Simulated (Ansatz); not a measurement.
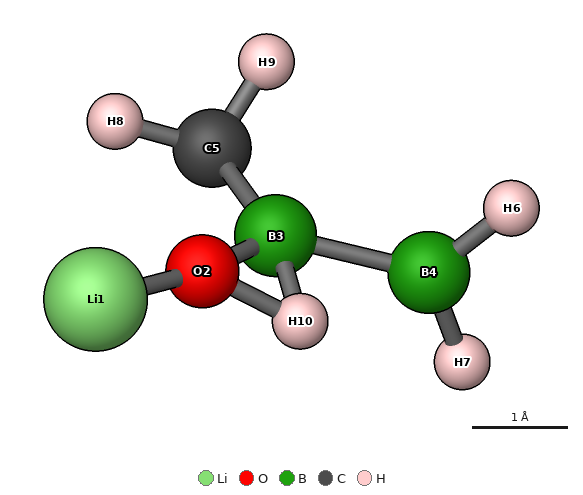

*The input geometry (ball-and-stick view, seen at a tilt; atoms are numbered from 1 in the order of the input). Sticks mark near contacts.*

Bond lengths as drawn: B–B 1.67 Å, B–C 1.63 Å, B–H 1.17 to 1.18 Å, B–O 1.32 Å, C–H 1.09 Å, H–O 1.20 Å and Li–O 1.57 Å.

**Geometry relaxation, with input and output: CH5B2LiO**

The run: geometry relaxation of CH5B2LiO. Method and program: UKS LDA/def2-SVP (Ansatz 0.2.0).

It belongs to a series of runs on one base structure; here: end point B relaxed. Figures and captions count atoms from 1; the log counts them from 0 in places.

## Output
```
The last accepted step is kept in [file] (removed where the run ends without a failure and the disk answers)
Engine: ansatz 0.2.0, aarch64-unknown-linux-gnu
Functional definition: SPW92
  exchange = slater_x
  correlation = pw_c
1035 factors; their error is unknown
mean field evaluation 1: about -4656.2372 eV, gradient 5.4e1 eV
mean field evaluation 2: about -4553.8831 eV, gradient 1.2e2 eV
mean field evaluation 4: about -4655.6251 eV, gradient 3.6e1 eV
mean field evaluation 8: about -4660.9654 eV, gradient 2.8e1 eV
mean field evaluation 16: about -4670.9075 eV, gradient 3.7e-4 eV
mean field evaluation 32: about -4670.9436 eV, gradient 1.7e-4 eV
mean field evaluation 64: about -4669.9890 eV, gradient 3.2e0 eV
mean field -4670.94361128 eV, -171.6540116351 hartree, gradient 6.2e-6 eV, S^2 0.328677; 9 other end points of the search recorded, 0 dependent functions left out
the calculation of the forces begins
reference -4670.94367276 eV, -171.6540138945 hartree; 16, 16 occupied and 74, 74 virtual orbitals, 1035 factors
relax step   1: F+E_penalty+E_count = -4670.94361128 eV  Δ(F+E_penalty+E_count) = +0.000e0 eV  max|allowed force component| = 8.293e0 eV/Å  Δτ_max = 0.0000 Å  (230 SCF iters, accepted)
these checks for a lower state are left out or cut short: starts, cluster_reference, orbital_swaps, neighbouring_geometries, increment
1035 factors; their error is unknown
mean field -4672.61853322 eV, -171.7155638811 hartree, gradient 2.5e-5 eV, S^2 0.000000; 0 other end points of the search recorded, 0 dependent functions left out
[... from here on the field's lines of each further geometry are left out, up to the last ...]
relax step   2: F+E_penalty+E_count = -4672.61853322 eV  Δ(F+E_penalty+E_count) = -1.675e0 eV  max|allowed force component| = 3.260e0 eV/Å  Δτ_max = 0.1917 Å  (47 SCF iters, accepted)
relax step   3: F+E_penalty+E_count = -4673.17223720 eV  Δ(F+E_penalty+E_count) = -5.537e-1 eV  max|allowed force component| = 2.314e0 eV/Å  Δτ_max = 0.1917 Å  (37 SCF iters, accepted)
relax step   4: F+E_penalty+E_count = -4673.48396109 eV  Δ(F+E_penalty+E_count) = -3.117e-1 eV  max|allowed force component| = 1.550e0 eV/Å  Δτ_max = 0.1968 Å  (34 SCF iters, accepted)
relax step   5: F+E_penalty+E_count = -4673.82808372 eV  Δ(F+E_penalty+E_count) = -3.441e-1 eV  max|allowed force component| = 1.244e0 eV/Å  Δτ_max = 0.1943 Å  (37 SCF iters, accepted)
relax step   6: F+E_penalty+E_count = -4674.54641123 eV  Δ(F+E_penalty+E_count) = -7.183e-1 eV  max|allowed force component| = 2.052e0 eV/Å  Δτ_max = 0.1951 Å  (37 SCF iters, accepted)
relax step   7: F+E_penalty+E_count = -4675.42845480 eV  Δ(F+E_penalty+E_count) = -8.820e-1 eV  max|allowed force component| = 2.264e0 eV/Å  Δτ_max = 0.1949 Å  (37 SCF iters, accepted)
relax step   8: F+E_penalty+E_count = -4676.28921933 eV  Δ(F+E_penalty+E_count) = -8.608e-1 eV  max|allowed force component| = 1.434e0 eV/Å  Δτ_max = 0.1903 Å  (36 SCF iters, accepted)
relax step   9: F+E_penalty+E_count = -4676.71127101 eV  Δ(F+E_penalty+E_count) = -4.221e-1 eV  max|allowed force component| = 1.827e0 eV/Å  Δτ_max = 0.1973 Å  (35 SCF iters, accepted)
relax step  10: F+E_penalty+E_count = -4676.87581858 eV  Δ(F+E_penalty+E_count) = -1.645e-1 eV  max|allowed force component| = 7.066e-1 eV/Å  Δτ_max = 0.2000 Å  (36 SCF iters, accepted)
relax step  11: F+E_penalty+E_count = -4676.90463800 eV  Δ(F+E_penalty+E_count) = -2.882e-2 eV  max|allowed force component| = 4.740e-1 eV/Å  Δτ_max = 0.1368 Å  (29 SCF iters, accepted)
relax step  12: F+E_penalty+E_count = -4676.86802232 eV  Δ(F+E_penalty+E_count) = +3.662e-2 eV  max|allowed force component| = 5.260e-1 eV/Å  Δτ_max = 0.1797 Å  (29 SCF iters, rejected (line search))
relax step  13: F+E_penalty+E_count = -4676.92486182 eV  Δ(F+E_penalty+E_count) = -2.022e-2 eV  max|allowed force component| = 1.464e-1 eV/Å  Δτ_max = 0.0899 Å  (30 SCF iters, accepted)
relax step  14: F+E_penalty+E_count = -4676.92558211 eV  Δ(F+E_penalty+E_count) = -7.203e-4 eV  max|allowed force component| = 8.415e-2 eV/Å  Δτ_max = 0.0418 Å  (31 SCF iters, accepted)
the calculation of the forces begins
reference -4676.92684434 eV, -171.8738913946 hartree; 16, 16 occupied and 74, 74 virtual orbitals, 1035 factors
relax step  15: F+E_penalty+E_count = -4676.92676469 eV  Δ(F+E_penalty+E_count) = -1.183e-3 eV  max|allowed force component| = 1.860e-2 eV/Å  Δτ_max = 0.0141 Å  (31 SCF iters, accepted)
1035 factors; their error is unknown
mean field evaluation 192: about -4676.9267 eV, gradient 1.1e-1 eV
```

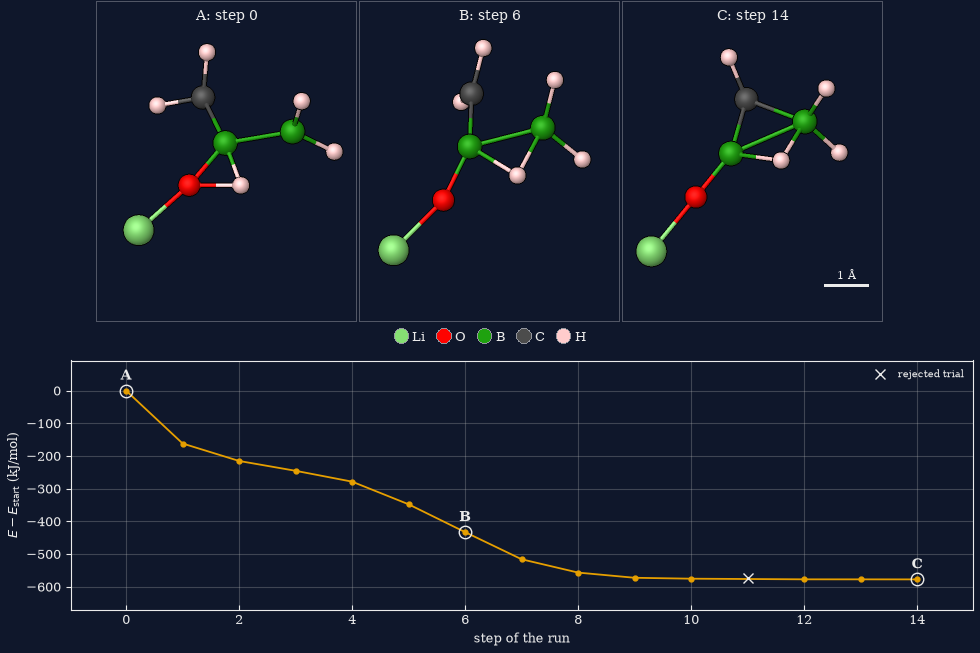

*Frames of the relaxation (ball-and-stick view, seen at a tilt) above the curves, on which the letters mark them (the first geometry is step 0 here and step 1 in the log).*

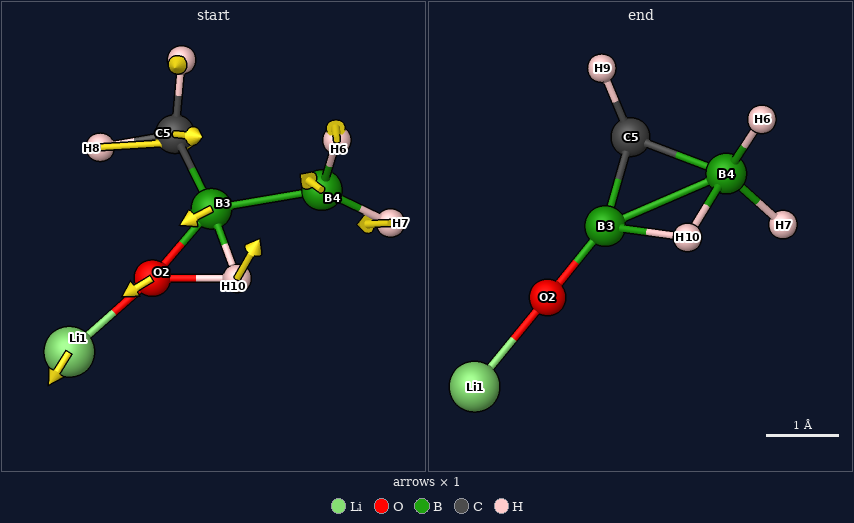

*Before (left) and after (right) the relaxation, at one scale (ball-and-stick view, seen at a tilt). The yellow arrows give the displacements, at true length.*

After 14 geometry steps the energy has fallen by 577.3 kJ/mol. The largest force component goes from 8.3 to 0.019 eV/Å. The line search rejected the trial step at point 11 (counted from 0) and went back. The atom that moves furthest after the best rigid fit is H8 (1.44 Å). By element the largest moves are H 1.44 Å, C 0.67 Å, B 0.57 Å, Li 0.57 Å, O 0.52 Å. Among the contacts that change: B4–C5 2.801 → 1.633 Å, O2–H10 1.197 → 2.209 Å, B4–H10 1.708 → 1.331 Å, B3–H10 1.170 → 1.430 Å. New bonds form: B4–C5 (2.80 → 1.63 Å), B4–H10 (1.71 → 1.33 Å). Among the angles that change: C5–B3–H10 162.6° → 101.9°, B4–B3–C5 116.0° → 57.4°, O2–B3–H10 56.9° → 107.9°. (Atoms are counted from 1 in the order of the input.)

```
mean field -4676.92676469 eV, -171.8738884676 hartree, gradient 1.4e-5 eV, S^2 0.000000; 1 other end points of the search recorded, 0 dependent functions left out
the calculation of the forces begins
reference -4676.92684434 eV, -171.8738913946 hartree; 16, 16 occupied and 74, 74 virtual orbitals, 1035 factors
Total energy: -4676.92684434 eV, -171.8738913946 hartree
Atom 0 at    -3.150470    -1.871308    -0.728530 Å, force    -0.001447    -0.000198     0.002525 eV/Å
Atom 1 at    -1.852885    -0.935730    -0.459495 Å, force     0.003439     0.003453    -0.004079 eV/Å
Atom 2 at    -0.781992    -0.231437    -0.243850 Å, force     0.017532     0.003727     0.005713 eV/Å
Atom 3 at     0.191910     0.924560     0.806741 Å, force     0.002350     0.000100     0.008204 eV/Å
Atom 4 at     0.698457    -0.016473    -0.428393 Å, force    -0.018596    -0.008444    -0.003948 eV/Å
Atom 5 at     0.315951     2.138956     0.687303 Å, force     0.000365     0.003518    -0.002678 eV/Å
Atom 6 at     0.317866     0.481168     1.947812 Å, force     0.000764    -0.000495    -0.000320 eV/Å
Atom 7 at     1.376803    -0.864652    -0.221510 Å, force     0.004261    -0.004222    -0.000661 eV/Å
Atom 8 at     1.015551     0.554909    -1.322162 Å, force     0.005006     0.004231    -0.003294 eV/Å
Atom 9 at    -1.126749     0.833548     0.646554 Å, force    -0.013675    -0.001670    -0.001461 eV/Å
Dipole moment:    -1.588379    -1.194124    -0.601311 e Å
```

## Trajectory as extended XYZ (Å, eV, eV/Å), 10 of the 15 frames kept, from step=1 to step=15
```
10
Properties=species:S:1:pos:R:3:forces:R:3 step=1 energy=-4670.94361
Li   -2.6834   -1.5435   -0.7245   -0.9611  -0.7258  -0.4696
O    -1.5090   -0.6389   -0.2219   -2.4082  -1.4405   0.3295
B    -0.3727   -0.0184    0.0568    8.2925  -0.8195  -5.0879
B    -0.1859    1.2702    1.1054   -0.3194  -1.2126   0.5396
C     0.9855   -0.5489   -0.6742   -2.9553   2.5774   1.4849
H    -0.2651    2.3883    0.7520    0.2472   0.9646  -0.7744
H     0.0824    1.1257    2.2401    0.0863  -0.1559   1.2110
H     0.7608   -1.3249   -1.4084   -0.1227  -1.0756   0.0566
H     1.5117    0.2574   -1.1815    0.8509   0.4997   0.0307
H    -1.3199    0.0465    0.7406   -2.7102   1.3882   2.6795
10
Properties=species:S:1:pos:R:3:forces:R:3 step=3 energy=-4673.17224
Li   -2.8267   -1.6334   -0.6583   -0.1561  -0.1417  -0.0674
O    -1.5798   -0.7624   -0.1108    0.1518  -0.0024   0.0104
B    -0.3998    0.0336   -0.1833   -1.9507  -0.0858   0.6527
B    -0.1480    1.1588    1.1012   -0.1642  -0.1871  -0.3392
C     0.8133   -0.2614   -0.8339    2.3136  -1.2348  -1.9125
H     0.0107    2.3144    0.6906    0.4134  -0.3225  -0.0107
H    -0.0521    0.9966    2.3169   -0.1109  -0.1087  -0.1740
H     0.9346   -1.4086   -1.1426   -0.0051   1.9101   0.8411
H     1.6298    0.4015   -1.2329   -0.5444  -0.3620   0.4162
H    -1.3775    0.1744    0.7377    0.0527   0.5349   0.5833
10
Properties=species:S:1:pos:R:3:forces:R:3 step=4 energy=-4673.48396
Li   -2.8724   -1.6714   -0.6247   -0.0864  -0.0980  -0.0319
O    -1.6254   -0.7816   -0.0898    0.2782  -0.0860  -0.3473
B    -0.4680    0.0360   -0.2103   -0.6727  -0.4843  -0.0946
B    -0.1679    1.1280    1.0719    0.2697   0.0255  -0.5064
C     0.7970   -0.2072   -0.8971    0.5456  -0.9258  -0.0292
H     0.1889    2.2439    0.6457    0.0042  -0.4955   0.1135
H    -0.0881    0.9465    2.2823   -0.0731  -0.0726  -0.0794
H     1.0293   -1.3461   -1.0435   -0.1899   1.5504   0.3450
H     1.6282    0.4690   -1.2069   -0.4521  -0.1417   0.1913
H    -1.4172    0.1965    0.7570    0.3766   0.7281   0.4390
10
Properties=species:S:1:pos:R:3:forces:R:3 step=6 energy=-4674.54641
Li   -2.9785   -1.7981   -0.6242    0.1813   0.1026   0.1217
O    -1.7267   -0.8610   -0.1551    0.7155   0.0235  -1.2578
B    -0.6375   -0.0066   -0.2862   -1.9446  -2.0518   0.0653
B    -0.0504    1.0023    0.9481    0.0925  -0.2142  -0.2870
C     0.7554   -0.1176   -0.7969   -0.5909   0.4739   1.3012
H     0.4550    2.0456    0.5214   -0.5303  -0.1266   0.1563
H    -0.0428    0.7966    2.1549    0.3231  -0.1843  -0.0285
H     1.1795   -1.1538   -0.7565   -0.1108   0.3343   0.0814
H     1.4586    0.6697   -1.1154   -0.1518  -0.0177   0.0056
H    -1.4081    0.4364    0.7942    2.0162   1.6603  -0.1582
10
Properties=species:S:1:pos:R:3:forces:R:3 step=7 energy=-4675.42846
Li   -3.0385   -1.8759   -0.6431    0.2235   0.1302   0.1331
O    -1.7819   -0.9247   -0.2144    1.0374   0.5720  -1.1740
B    -0.7326   -0.0515   -0.3187   -1.8318  -2.2641   0.4250
B     0.0301    0.9296    0.8815    0.0334  -0.2030  -0.4893
C     0.7229   -0.0698   -0.7091   -0.8484   0.6617   1.6537
H     0.5445    1.9676    0.4654   -0.6848   0.1317   0.3731
H     0.0257    0.7031    2.0868    0.4407  -0.2471  -0.0560
H     1.2433   -1.0587   -0.5998   -0.2898   0.3863  -0.0379
H     1.3554    0.7675   -1.0615   -0.2242  -0.3236  -0.0994
H    -1.3644    0.6264    0.7972    2.1439   1.1559  -0.7284
10
Properties=species:S:1:pos:R:3:forces:R:3 step=9 energy=-4676.71127
Li   -3.0995   -1.9433   -0.6712   -0.0467  -0.0622   0.0472
O    -1.8294   -0.9915   -0.3483   -0.3763  -0.1185  -0.5244
B    -0.8310   -0.1704   -0.3382    0.5204   0.2054   0.9079
B     0.1752    0.8630    0.7920   -0.4241   1.2888   1.0678
C     0.6615    0.0065   -0.4453    1.0928  -0.2427  -1.8267
H     0.4415    2.0678    0.6034   -0.2090  -0.3156   0.2748
H     0.2330    0.4866    1.9692    0.0190  -0.0436  -0.1644
H     1.2510   -0.9443   -0.3300   -0.2441   0.4702  -0.0625
H     1.1659    0.7447   -1.1673   -0.6249  -1.0721   0.5800
H    -1.1637    0.8946    0.6201    0.2929  -0.1097  -0.2995
10
Properties=species:S:1:pos:R:3:forces:R:3 step=10 energy=-4676.87582
Li   -3.0950   -1.9297   -0.7720   -0.0120  -0.0251   0.0153
O    -1.8426   -0.9621   -0.4251   -0.4906  -0.0961  -0.0423
B    -0.8288   -0.1787   -0.2410    0.7066  -0.1776  -0.1407
B     0.1991    0.9231    0.8314    0.2007  -0.0290  -0.2683
C     0.6580   -0.0174   -0.4410    0.2524   0.1593   0.0560
H     0.3867    2.1290    0.6538   -0.1780  -0.1246   0.0316
H     0.3476    0.5387    1.9928   -0.1599  -0.0644  -0.0957
H     1.2676   -0.9346   -0.2726   -0.0936   0.2117  -0.0849
H     1.0510    0.6164   -1.2690   -0.1021  -0.2400   0.1581
H    -1.1392    0.8289    0.6271   -0.1236   0.3859   0.3708
10
Properties=species:S:1:pos:R:3:forces:R:3 step=12 energy=-4676.86802 accepted=F
Li   -3.1632   -1.9050   -0.6146    0.0388   0.0220   0.0117
O    -1.8373   -0.9780   -0.4326   -0.3702  -0.2009   0.0556
B    -0.7725   -0.2728   -0.2657    0.2912   0.4242  -0.1017
B     0.1492    0.9339    0.7537    0.0972   0.0512   0.5260
C     0.6954   -0.0266   -0.4622    0.0764   0.1953   0.2237
H     0.4449    2.1325    0.8693   -0.1150  -0.2292  -0.3257
H     0.1962    0.3795    1.8596   -0.1509  -0.0444  -0.0189
H     1.4330   -0.8074   -0.1962   -0.0610   0.0220  -0.0611
H     1.0087    0.5748   -1.3330   -0.0228  -0.0318  -0.1969
H    -1.1500    0.9827    0.5062    0.2162  -0.2085  -0.1128
10
Properties=species:S:1:pos:R:3:forces:R:3 step=13 energy=-4676.92486
Li   -3.1324   -1.8874   -0.7376   -0.0189  -0.0110   0.0003
O    -1.8548   -0.9315   -0.4544   -0.0348   0.0225   0.0103
B    -0.7908   -0.2172   -0.2389    0.1464  -0.0297  -0.0489
B     0.1927    0.9259    0.8089    0.0359  -0.0774  -0.0392
C     0.6947   -0.0163   -0.4272   -0.1334   0.0291  -0.0268
H     0.3246    2.1332    0.6739   -0.0020   0.0964   0.0183
H     0.3213    0.4841    1.9456   -0.0003  -0.0025   0.0926
H     1.3560   -0.8805   -0.2310    0.0099   0.0105   0.0192
H     1.0234    0.5634   -1.3118   -0.0067  -0.0236   0.0022
H    -1.1301    0.8398    0.6571    0.0039  -0.0142  -0.0280
10
Properties=species:S:1:pos:R:3:forces:R:3 step=15 energy=-4676.92677
Li   -3.1505   -1.8713   -0.7285   -0.0014  -0.0002   0.0025
O    -1.8529   -0.9357   -0.4595    0.0034   0.0035  -0.0041
B    -0.7820   -0.2314   -0.2439    0.0175   0.0037   0.0057
B     0.1919    0.9246    0.8067    0.0024   0.0001   0.0082
C     0.6985   -0.0165   -0.4284   -0.0186  -0.0084  -0.0039
H     0.3160    2.1390    0.6873    0.0004   0.0035  -0.0027
H     0.3179    0.4812    1.9478    0.0008  -0.0005  -0.0003
H     1.3768   -0.8647   -0.2215    0.0043  -0.0042  -0.0007
H     1.0156    0.5549   -1.3222    0.0050   0.0042  -0.0033
H    -1.1267    0.8335    0.6466   -0.0137  -0.0017  -0.0015
```

The run was set up as follows.

## The input
```yaml
crystal:
  periodic: [false, false, false]
  atoms:
    - { symbol: Li, position_ang: [-2.68341, -1.54353, -0.72449] }
    - { symbol: O, position_ang: [-1.50904, -0.63885, -0.22186] }
    - { symbol: B, position_ang: [-0.37273, -0.01843, 0.05681] }
    - { symbol: B, position_ang: [-0.18592, 1.27023, 1.10537] }
    - { symbol: C, position_ang: [0.98553, -0.54887, -0.67415] }
    - { symbol: H, position_ang: [-0.26509, 2.38835, 0.75198] }
    - { symbol: H, position_ang: [0.08244, 1.12567, 2.24008] }
    - { symbol: H, position_ang: [0.76081, -1.32487, -1.40836] }
    - { symbol: H, position_ang: [1.51172, 0.25737, -1.18154] }
    - { symbol: H, position_ang: [-1.31987, 0.04647, 0.74063] }
magnetization:
  spin_polarized: true
basis:
  gaussian: { orbitals: def2-SVP }
hamiltonian:
  xc: lda
relax:
  f_tol: 0.02
  max_steps: 50
```

Launch command:
```bash
ansatz run input.yaml --threads 2 --pin off --max-ram 3072MiB --backend cpu --events-out ev --progress --plain --runs-dir out
```

## Key numbers

```json
{"quantity": "outcome", "value": "converged"}
{"quantity": "total energy", "value": "−4676.9268 eV"}
{"quantity": "mean-field energy", "value": "−4676.9268 eV"}
{"quantity": "largest force (length of the vector) at the end", "value": "0.021 eV/Å"}
{"quantity": "hardware", "value": "2 threads of Arm Neoverse V1, 24 GiB of memory available, shared host"}
{"quantity": "wall time", "value": "29 s (CPU time 55 s)"}
{"quantity": "peak memory", "value": "0.2 GiB"}
```
